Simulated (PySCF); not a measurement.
C6H11O, SMILES [CH2]C(CC(C)C)=O, doublet at its GFN2-xTB optimised geometry (Å):

```
18

C      1.2982     1.7045    -0.6419
C      0.8423     0.4054    -0.9383
O      1.6081    -0.5573    -1.0536
C     -0.6520     0.2286    -1.1595
C     -1.2734    -0.5769     0.0000
C     -0.7545    -2.0085     0.0000
C     -1.0084     0.0996     1.3435
H      2.3571     1.8979    -0.6219
H      0.6279     2.5430    -0.5993
H     -0.7995    -0.3263    -2.0876
H     -1.1436     1.1975    -1.2417
H     -2.3571    -0.5930    -0.1723
H     -1.1003    -2.5430     0.8817
H     -1.0917    -2.5411    -0.8865
H      0.3354    -2.0085     0.0000
H      0.0517     0.0679     1.5842
H     -1.3286     1.1393     1.3246
H     -1.5532    -0.4107     2.1346
```

Computed with unrestricted PBE0/def2-SVP in PySCF. Cells within 0.4 Å of a nucleus heavier than hydrogen are left out (blank, or x).

Map of the spin density (e/bohr³) on the plane z = 0.0 Å:

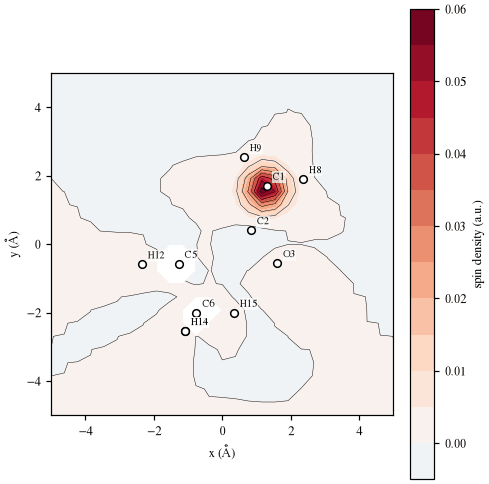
*Spin density (e/bohr³) on the plane z = 0.0 Å.*
